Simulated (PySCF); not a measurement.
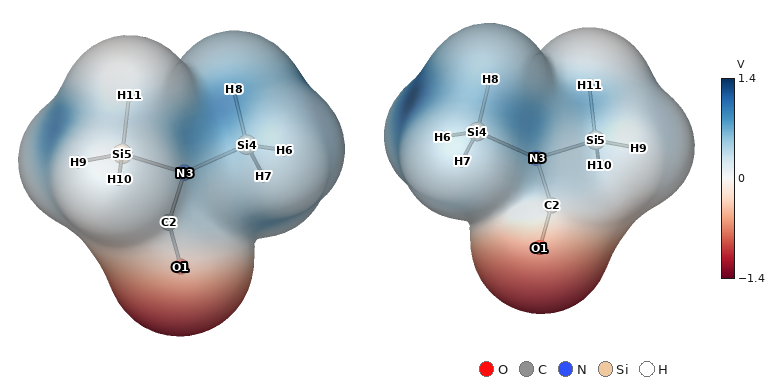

Figure. CH$_{6}$NOSi$_{2}$, doublet, SMILES `O=[C]N([SiH3])[SiH3]`. Electrostatic potential on the surface of electron density 0.001 a.u. (back view left, front view right).

Level of theory: BP86/cc-pVTZ (PySCF), at a geometry from GFN2-xTB. No frequency check shows the geometry to be a minimum. The stability of the open-shell solution wasn't checked. GFN2-xTB doesn't know the spin state, so this open-shell geometry is rough.

The calculation's input:

```python
import numpy as np
from pyscf import gto, scf, dft
from pyscf.scf import atom_ks, atom_hf
from scipy.linalg import block_diag

def solve(mol, dm0=None, hcore=None):
    mf = (dft.UKS if mol.spin else dft.RKS)(mol, xc='bp86')
    mf.grids.level = 3
    mf = mf.density_fit(auxbasis='def2-universal-jkfit')
    mf.conv_tol, mf.max_cycle = 1e-8, 80
    if hcore is not None:
        mf.get_hcore = lambda *args: hcore
    mf.kernel(dm0)
    if not mf.converged:
        mf = mf.newton().run(mf.mo_coeff, mf.mo_occ, max_cycle=30)
    assert mf.converged, 'SCF not converged'
    return mf

mol = gto.M(atom='''
O      0.24724    -2.25924    -0.00358
C      0.46868    -1.09206     0.00155
N     -0.07183     0.08453     0.01170
Si    -1.79563     0.50468    -0.00119
Si     1.54746     0.84355    -0.00221
H     -2.19973     0.55537    -1.40401
H     -2.46641    -0.54815     0.75090
H     -1.83398     1.80590     0.65315
H      2.23796     0.52617     1.24233
H      2.21912     0.53473    -1.25937
H      1.23030     2.28535     0.00201
''', basis='cc-pvtz', charge=0, spin=1, verbose=4)
mf = solve(mol)
mf.analyze()
# spherically averaged free atoms, for the promolecule
atm = atom_ks.get_atm_nrks(mol, xc='bp86')
pro = block_diag(*[(atm[a[0]][2] * atm[a[0]][3]) @ atm[a[0]][2].T for a in mol._atom])
np.savez('result.npz', e=mf.e_tot, c=mf.mo_coeff, occ=mf.mo_occ, eps=mf.mo_energy, pro=pro, dip=mf.dip_moment(verbose=0), s2=mf.spin_square()[0])
```

Run with:

```sh
OMP_NUM_THREADS=1 python input.py
```

The run took 2.5 min on 1 thread of Intel(R) Xeon(R) Processor @ 2.50GHz (Skylake/Cascade Lake) (shared host), peak memory 0.86 GiB.

Partitions, critical points and surface values were worked out afterwards from this run's density.

Q: Where are the extremes of the potential on the surface?

A: Highest: 1.36 V, near Si4 (2.03 Å), H7 (2.05 Å) and H8 (2.17 Å). Further maxima include 1.06 V, off the Si5–H10 bond (2.0 Å from its atoms); 1.04 V, near H8 (1.94 Å), H6 (2.09 Å) and Si4 (2.11 Å). Lowest: −1.18 V, 1.7 Å from O1. Further minima include −0.02 V, 1.5 Å from H11; 0.30 V, 1.5 Å from H6. The surface is sampled at points, so like sites can differ by a few per cent and only the strongest of them is named.

Q: What volume does the surface enclose, and what is the dipole moment?

A: About 141 Å³; the dipole moment is 2.4 D.
